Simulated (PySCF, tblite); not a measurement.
# C7H9O radical: geometry, infrared bands and EPR parameters

What infrared bands and EPR parameters should C7H9O radical (`[CH2]OC1=CC=C(C)C1`) show?

Programs: tblite 0.8.0 and PySCF 2.14.0, with density-fitted response routines of our own. Each step states its level of theory. These are calculated values for one molecule in the gas phase, unless marked as measured. Atoms are numbered from 0 throughout.

## Step 1: Starting geometry

17 atoms, charge 0, multiplicity 2; geometry from: force field or distance geometry start.

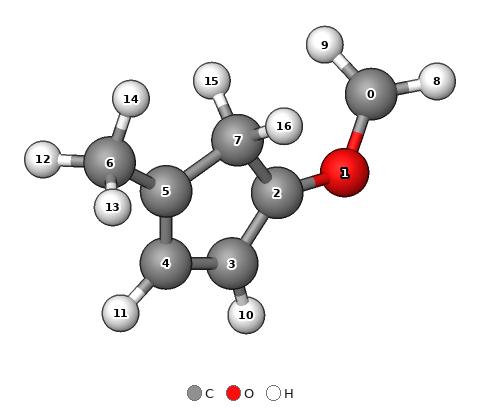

As it starts; carbon grey, oxygen red, hydrogen white, atoms numbered.

## Step 2: Geometry optimisation with GFN2-xTB

The job: settings as JSON, then the geometry in Å.

```
{"job": {"kind": "relax", "xc": "GFN2-xTB", "basis": "xTB"}, "charge": 0, "multiplicity": 2}
C      3.282300     0.191600     0.308000
O      2.360600    -0.803900     0.413200
C      0.990200    -0.694100     0.302200
C      0.146500    -1.641300    -0.087800
C     -1.223100    -1.178300    -0.089700
C     -1.275900     0.088000     0.267500
C     -2.455100     0.981600     0.392700
C      0.132600     0.505700     0.556300
H      4.190000     0.163200     0.879700
H      3.112500     0.999400    -0.397000
H      0.473500    -2.648100    -0.337100
H     -2.100700    -1.751300    -0.364400
H     -2.950200     1.088000    -0.604700
H     -3.188000     0.558300     1.123300
H     -2.098700     1.975400     0.751900
H      0.374900     1.349700    -0.088100
H      0.221500     0.828300     1.613600
```

Launch:

```
$ OMP_NUM_THREADS=1 python probes_run.py task.json out
```

The driver reads the jobs from task.json and runs them one after another.

**Question.** This job is followed by: GFN2-xTB harmonic vibrations, gas phase; UKS B3LYP, pcH-1 on C H O, non-relativistic, mean-field spin-orbit, GIAO. What will the session give for the following? strongest single infrared mode (GFN2-xTB); zero-point energy (GFN2-xTB); g(iso) (B3LYP); ⟨S²⟩; largest a(iso) (averaged by class); potential on the surface of density 0.002 e/bohr³, 1st and 99th percentile.

As calculated:

| quantity | value |
| --- | --- |
| strongest single infrared mode (GFN2-xTB) | 1218 cm⁻¹, 64 km/mol |
| zero-point energy (GFN2-xTB) | 84.8 kcal/mol |
| g(iso) (B3LYP) | 2.00304 |
| ⟨S²⟩ | 0.769 (exact 0.75) |
| largest a(iso) (averaged by class) | 13C on C0, 74.3 MHz |
| potential on the surface of density 0.002 e/bohr³, 1st and 99th percentile | -0.91 V and 1.00 V |

The optimisation took 145 steps and gained 0.604 eV; among the close pairs (by a distance rule), O1–C2 changed most, from 1.379 to 1.326 Å. All 45 modes are real, so the xTB geometry is a minimum. The strongest single mode, at 1218 cm⁻¹, has its largest shares on O1, C0, C2 and C5 (the list is cut at 4 atoms). GFN2-xTB is a fitted tight-binding method: band positions and strengths are rough. Its intensities can rank the bands wrongly. Most of the unpaired spin sits on C0 (0.88 e). The isotropic g lies 0.7 ppt above the free-electron value. These values are for one conformer; the search (at its own cheap level) found 1 more, at 0.11 kcal/mol, and measured spectra average over such forms.
